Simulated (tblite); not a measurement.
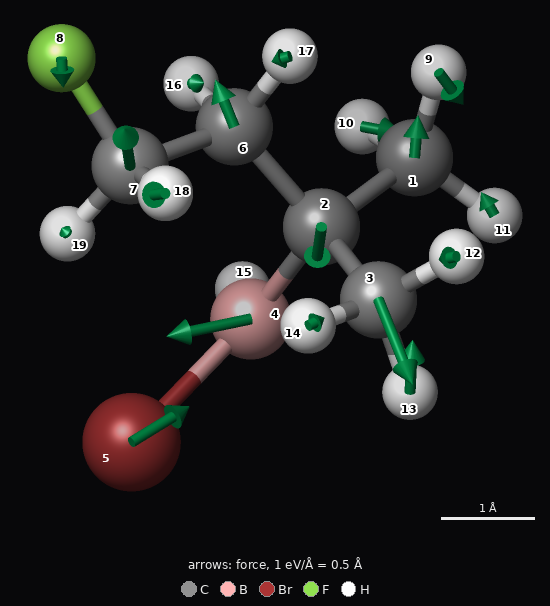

Starting geometry of C$_{5}$H$_{11}$BBrF with the computed forces as green arrows. The picture is a ball-and-stick view, seen at a tilt.

These are results of tblite, GFN2-xTB geometry optimisation, gas phase, not measurements. 

Q: What follows when this structure is relaxed?

A: It isn't relaxed: the largest force vector, on C3, is 2.25 eV/Å. The final displacements have little in common with the starting forces (cosine between the two patterns 0.28). The energy falls by 18.2 kcal/mol in 102 geometry steps. Br5 moves most after the best rigid fit: 1.21 Å. Largest moves by element: Br 1.21 Å, H 0.90 Å, B 0.26 Å, C 0.19 Å, F 0.10 Å. Near-neighbour distances that change, for instance: B4–Br5 1.987 → 1.856 Å, C3–H13 1.138 → 1.088 Å, C2–C3 1.491 → 1.536 Å, C2–C6 1.502 → 1.544 Å. Bond angles that change, for instance: C1–C2–C3 114.3° → 107.7°, C2–C3–H12 116.8° → 110.5°, H9–C1–H11 114.0° → 108.2°. Groups turn about C2–C3 by about 25°. Cost: 0.8 s on 1 thread of Arm Neoverse V1, with other jobs on the host.
